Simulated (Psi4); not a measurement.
# One shape, several levels: SiH3OF (SMILES O[SiH2]F)

We compute a comparison of 6 runs (HF/3-21G, B3LYP/6-31G*, B97-1/pcseg-1, CISD/6-311G, CCSD(T)/6-31+G*) of SiH3OF. 

The calculation is run with Psi4 1.11.

3 further runs of the same task are left out: 3 set aside as unsound or not needed.

## (1) The structure to begin with

The species is SiH3OF (6 atoms), meant as a singlet with charge 0. SMILES: `O[SiH2]F`. Geometry: relaxed at PBE0-D4/def2-TZVP. This is one conformer, not always the lowest.

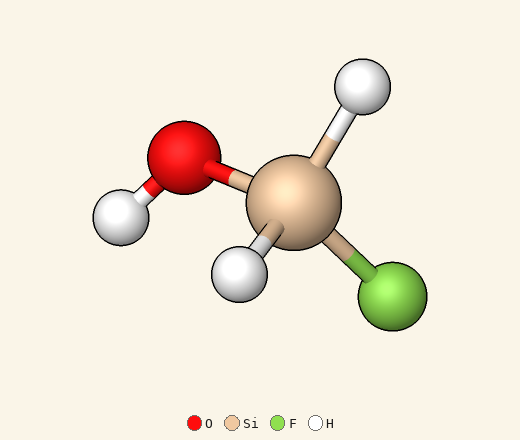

Viewed from a chosen angle; oxygen red, silicon light orange, fluorine green, hydrogen white.

## (2) Energy and gradient at HF/3-21G (run 1)

job.py

```python
import psi4

psi4.set_memory('1600 MB')
psi4.set_num_threads(1)
psi4.set_output_file('run.log', False)

mol = psi4.geometry("""
O     -0.853500    -0.209200    -0.924100
Si     0.378300    -0.009300     0.123900
F      0.180800    -0.922800     1.417800
H     -1.714200     0.150200    -0.705600
H      1.595600    -0.458500    -0.575800
H      0.455100     1.385600     0.617600
units angstrom
symmetry c1
""")

psi4.set_options(dict(reference='rhf', puream=True, e_convergence=1e-09, d_convergence=1e-08, scf_type='pk'))

e, wfn = psi4.gradient("scf/3-21G", return_wfn=True)
psi4.oeprop(wfn, "LOWDIN_CHARGES", "MAYER_INDICES", "DIPOLE", title="SCF")
print('gradient / Eh bohr^-1')
print(e.np.round(6))
print(f'energy = {wfn.energy():.10f} Eh')
```

Run with:

```bash
$ python job.py
```

run.log:

```text
[...]
  Running in c1 symmetry.
[...]
  Nuclear repulsion =  119.528429804854525
[...]
  Multiplicity = 1
[...]
  Nalpha       = 17
  Nbeta        = 17
[...]
    Number of basis functions: 37
[...]
   @RHF iter   1:  -462.50051509144907   -7.99599e-01   1.20892e-02 DIIS/ADIIS
[...]
   @RHF iter  11:  -462.58049045900998   -3.41061e-13   2.17681e-09 DIIS
[...]
    Orbital Energies [Eh]
    ---------------------
    Doubly Occupied:
       1A    -68.384440     2A    -26.134544     3A    -20.463414
       4A     -6.184581     5A     -4.281285     6A     -4.281041
       7A     -4.280675     8A     -1.565650     9A     -1.356666
      10A     -0.785212    11A     -0.690778    12A     -0.647794
      13A     -0.643211    14A     -0.591696    15A     -0.540237
      16A     -0.516611    17A     -0.474095
[...]
  @RHF Final Energy:  -462.58049045900998
   => Energetics <=
    Nuclear Repulsion Energy =            119.5284298048545253
    One-Electron Energy =                -880.5739868725970609
    Two-Electron Energy =                 298.4650666087325135
    Total Energy =                       -462.5804904590099795
[...]
  -Total Gradient:
     Atom            X                  Y                   Z
    ------   -----------------  -----------------  -----------------
       1        0.017833930844    -0.002173486327     0.004360633447
       2       -0.035694591817    -0.013020184638     0.008339544597
       3        0.006067166516     0.014846930393    -0.020534220377
       4        0.010044821680     0.002042065122     0.007986199362
       5        0.001858532773    -0.003362665955    -0.002181287179
       6       -0.000109859996     0.001667341407     0.002029130148
[...]
 Multipole Moments:
 ------------------------------------------------------------------------------------
     Multipole            Electronic (a.u.)      Nuclear  (a.u.)        Total (a.u.)
 ------------------------------------------------------------------------------------
 L = 1.  Multiply by 2.5417464519 to convert [e a0] to [Debye]
 Dipole X            :         -0.4256590            0.1287650           -0.2968940
 Dipole Y            :         -1.6791202            2.4552553            0.7761351
 Dipole Z            :          2.3349958           -2.3910241           -0.0560284
 Magnitude           :                                                    0.8328691
[...]
```

The script printed:

```text
gradient / Eh bohr^-1
[[ 0.017834 -0.002173  0.004361]
 [-0.035695 -0.01302   0.00834 ]
 [ 0.006067  0.014847 -0.020534]
 [ 0.010045  0.002042  0.007986]
 [ 0.001859 -0.003363 -0.002181]
 [-0.00011   0.001667  0.002029]]
energy = -462.5804904590 Eh
```

It took 2.8 s on 1 thread of Intel Xeon Platinum 8259CL at 2.50GHz (Skylake/Cascade Lake), shared host; peak memory 0.18 GiB.

## (3) Energy and forces at B3LYP/6-31G(d) (spherical functions) (run 2)

job.json

```json
{
 "schema_name": "qcschema_input",
 "schema_version": 1,
 "molecule": {
  "schema_name": "qcschema_molecule",
  "schema_version": 2,
  "symbols": ["O", "Si", "F", "H", "H", "H"],
  "geometry": [-1.61288125, -0.39533071, -1.74629591, 0.71488339, -0.01757445, 0.23413707, 0.34166248, -1.74383927, 2.6792537, -3.23936852, 0.28383686, -1.33339075, 3.015247, -0.86643943, -1.0881043, 0.86001436, 2.61840452, 1.16709485],
  "molecular_charge": 0,
  "molecular_multiplicity": 1,
  "fix_symmetry": "c1",
  "fix_com": true,
  "fix_orientation": true
 },
 "driver": "gradient",
 "model": {
  "method": "b3lyp",
  "basis": "6-31G*"
 },
 "keywords": {
  "puream": true,
  "e_convergence": 1e-09,
  "d_convergence": 1e-08,
  "scf_type": "pk",
  "dft_radial_points": 99,
  "dft_spherical_points": 590,
  "scf_properties": ["QUADRUPOLE", "LOWDIN_CHARGES", "MULLIKEN_CHARGES"]
 }
}
```

Run with:

```bash
$ psi4 --qcschema job.json -n 1 --memory 1600MB
```

stdout:

```text
[...]
  Running in c1 symmetry.
[...]
  Nuclear repulsion =  119.528429853834027
[...]
  Multiplicity = 1
[...]
  Nalpha       = 17
  Nbeta        = 17
[...]
    Number of basis functions: 52
[...]
   @RKS iter   1:  -466.26372434443977   -3.20989e-01   1.36966e-02 DIIS/ADIIS
[...]
   @RKS iter  10:  -466.44864150987814   -2.33058e-12   7.40852e-09 DIIS
[...]
  @RKS Final Energy:  -466.44864150987814
   => Energetics <=
    Nuclear Repulsion Energy =            119.5284298538340266
    One-Electron Energy =                -884.1204551517489563
    Two-Electron Energy =                 331.4299641261596889
    DFT Exchange-Correlation Energy =     -33.2865803381229100
    Empirical Dispersion Energy =           0.0000000000000000
    VV10 Nonlocal Energy =                  0.0000000000000000
    Total Energy =                       -466.4486415098781436
[...]
 Multipole Moments:
 ------------------------------------------------------------------------------------
     Multipole            Electronic (a.u.)      Nuclear  (a.u.)        Total (a.u.)
 ------------------------------------------------------------------------------------
 L = 1.  Multiply by 2.5417464519 to convert [e a0] to [Debye]
 Dipole X            :         -1.1785243            0.8161726           -0.3623517
 Dipole Y            :         17.6145162          -17.0674395            0.5470768
 Dipole Z            :        -12.2440637           12.1664348           -0.0776289
 Magnitude           :                                                    0.6607708
 L = 2.  Multiply by 1.3450342976 to convert [e a0^2] to [Debye ang]
 Quadrupole XX       :        -64.2019253           49.3413499          -14.8605754
 Quadrupole XY       :          0.9737387           -1.7172753           -0.7435366
[...]
  -Total Gradient:
     Atom            X                  Y                   Z
    ------   -----------------  -----------------  -----------------
       1        0.001637535486     0.004488169262     0.011465205776
       2       -0.009262485327    -0.005503860491    -0.000822903728
       3        0.001447721640     0.006829539666    -0.010050592435
       4        0.007521850427    -0.003276625984    -0.002213102370
       5       -0.000669912357    -0.000777553446     0.001226288986
       6       -0.000697463829    -0.001827971700     0.000408359623
[...]
```

The result, in JSON:

```text
{
 "driver": "gradient",
 "model": {
  "method": "b3lyp",
  "basis": "6-31G*"
 },
 "success": true,
 "return_result": [0.0016375354858977065, 0.004488169262387612, 0.011465205776201054, -0.009262485326691827, -0.005503860490578778, -0.0008229037281527428, 0.0014477216400276167, 0.006829539665957271, -0.010050592434744127, 0.007521850427180676, -0.003276625984108175, -0.002213102370049465, -0.0006699123568152665, -0.0007775534462146419, 0.0012262889858749015, -0.0006974638293405812, -0.0018279716996841139, 0.00040835962335907666],
 "properties": {
  "calcinfo_nbasis": 52,
  "calcinfo_nmo": 52,
  "calcinfo_nalpha": 17,
  "calcinfo_nbeta": 17,
  "calcinfo_natom": 6,
  "nuclear_repulsion_energy": 119.52842985383403,
  "return_energy": -466.44864150987814,
  "return_gradient": [0.0016375354858977065, 0.004488169262387612, 0.011465205776201054, -0.009262485326691827, -0.005503860490578778, -0.0008229037281527428, 0.0014477216400276167, 0.006829539665957271, -0.010050592434744127, 0.007521850427180676, -0.003276625984108175, -0.002213102370049465, -0.0006699123568152665, -0.0007775534462146419, 0.0012262889858749015, -0.0006974638293405812, -0.0018279716996841139, 0.00040835962335907666],
  "scf_one_electron_energy": -884.120455151749,
  "scf_two_electron_energy": 331.4299641261597,
  "scf_xc_energy": -33.28658033812291,
  "scf_dipole_moment": [-0.3623517244278337, 0.5470767638239451, -0.0776288580053901],
  "scf_total_energy": -466.44864150987814,
  "scf_total_gradient": [0.0016375354858977065, 0.004488169262387612, 0.011465205776201054, -0.009262485326691827, -0.005503860490578778, -0.0008229037281527428, 0.0014477216400276167, 0.006829539665957271, -0.010050592434744127, 0.007521850427180676, -0.003276625984108175, -0.002213102370049465, -0.0006699123568152665, -0.0007775534462146419, 0.0012262889858749015, -0.0006974638293405812, -0.0018279716996841139, 0.00040835962335907666],
  "scf_iterations": 10
 }
}
```

Wall time 13 s (1 thread of Intel Xeon Platinum 8259CL at 2.50GHz (Skylake/Cascade Lake), shared host); peak memory 0.69 GiB.

Runs 3 to 5 aren't shown in full; the table further down has their settings and results.

## (4) The energy at CCSD(T)/6-31+G(d) (spherical functions) (run 6)

calc.dat

```
memory 1.6 GB

molecule molecule1 {
  0 1
  O     -0.853500    -0.209200    -0.924100
  Si     0.378300    -0.009300     0.123900
  F      0.180800    -0.922800     1.417800
  H     -1.714200     0.150200    -0.705600
  H      1.595600    -0.458500    -0.575800
  H      0.455100     1.385600     0.617600
  symmetry c1
  no_reorient
  no_com
}

set globals {
  basis           6-31+G*
  puream          true
  e_convergence   1e-09
  d_convergence   1e-08
  scf_type        pk
  num_frozen_docc 7
}

e_tot = energy("ccsd(t)")
print_variables()
```

Run with:

```bash
$ psi4 calc.dat calc.out -n 1
```

calc.out:

```text
[...]
  Running in c1 symmetry.
[...]
  Nuclear repulsion =  119.528429804854539
[...]
  Multiplicity = 1
[...]
  Nalpha       = 17
  Nbeta        = 17
[...]
    Number of basis functions: 64
[...]
   @RHF iter   1:  -464.96683784419560   -7.78734e-01   7.99252e-03 DIIS/ADIIS
[...]
   @RHF iter  11:  -465.07167809103885   -2.33058e-12   4.22767e-09 DIIS
[...]
    Orbital Energies [Eh]
    ---------------------
    Doubly Occupied:
       1A    -68.837339     2A    -26.296391     3A    -20.587318
       4A     -6.188321     5A     -4.296041     6A     -4.294816
       7A     -4.293847     8A     -1.592756     9A     -1.368416
      10A     -0.796369    11A     -0.722524    12A     -0.673455
      13A     -0.672852    14A     -0.613923    15A     -0.562039
      16A     -0.536613    17A     -0.481714
[...]
  @RHF Final Energy:  -465.07167809103885
   => Energetics <=
    Nuclear Repulsion Energy =            119.5284298048545395
    One-Electron Energy =                -883.5707479037489520
    Two-Electron Energy =                 298.9706400078555362
    Total Energy =                       -465.0716780910388479
[...]
 Multipole Moments:
 ------------------------------------------------------------------------------------
     Multipole            Electronic (a.u.)      Nuclear  (a.u.)        Total (a.u.)
 ------------------------------------------------------------------------------------
 L = 1.  Multiply by 2.5417464519 to convert [e a0] to [Debye]
 Dipole X            :         -1.1083993            0.8161727           -0.2922266
 Dipole Y            :         17.7347158          -17.0674394            0.6672764
 Dipole Z            :        -12.2533186           12.1664347           -0.0868839
 Magnitude           :                                                    0.7336232
[...]
      * MP2 total energy                      = -465.510215296034062
[...]
      * CCSD total energy                     = -465.527388279286015
[...]
      * CCSD(T) total energy                  = -465.536146702184453
[...]
```

Run time: 15 s. Hardware: 1 thread of Intel Xeon Platinum 8259CL at 2.50GHz (Skylake/Cascade Lake), shared host; peak memory 0.3 GiB.

## (5) The series

| run | level | integration grid | Cartesian functions | energy (Eh) | dipole moment (D) | HOMO energy (eV) | LUMO energy (eV) | wall time |
| --- | --- | --- | --- | --- | --- | --- | --- | --- |
| 1 | HF/3-21G | – | no | -462.580490 | 2.12 | -12.90 | 5.10 | 2.8 s |
| 2 | B3LYP/6-31G* (spherical functions) | 99 radial × 590 angular | no | -466.448642 | 1.68 | -8.87 | 0.79 | 13 s |
| 3 | B3LYP/6-31G* (Cartesian functions) | 99 radial × 590 angular | yes | -466.453090 | 1.68 | -8.88 | 0.73 | 14 s |
| 4 | B97-1/pcseg-1 (DKH2, density fitting) | 75 radial × 302 angular | no | -466.997909 | 1.75 | -9.10 | 0.53 | 6 s |
| 5 | CISD/6-311G (ZORA) | – | no | -466.609272 | – | -13.20 | 3.28 | 18 s |
| 6 | CCSD(T)/6-31+G* (spherical functions) | – | no | -465.536147 | – | -13.11 | 1.65 | 15 s |

## (6) What came out

| quantity | value |
| --- | --- |
| run 6: total energy | -465.53615 Eh |
| run 6: HOMO energy (Hartree–Fock orbitals) | -13.11 eV |
| run 6: LUMO energy (Hartree–Fock orbitals) | 1.65 eV |
| run 6: HOMO–LUMO gap (Hartree–Fock orbitals) | 14.76 eV |
| run 6: correlation energy (7 core orbitals frozen) | -464.5 mEh |
| run 6: (T) correction | -8.76 mEh |
| run 6: T1 diagnostic | 0.014 |

Over runs 1, 2, 3, 4 the dipole moment (its size) runs from 1.68 D (B3LYP/6-31G*) to 2.12 D (HF/3-21G). The two ends differ in method and basis. Over runs 1, 2, 3, 4 the HOMO–LUMO gap runs from 9.61 eV (B3LYP/6-31G*) to 18.00 eV (HF/3-21G). Totals of different functionals can't be ranked against each other. Some runs of one species differ in core potentials or relativity; totals across that change don't compare. All runs together took 68 s, the longest 18 s.
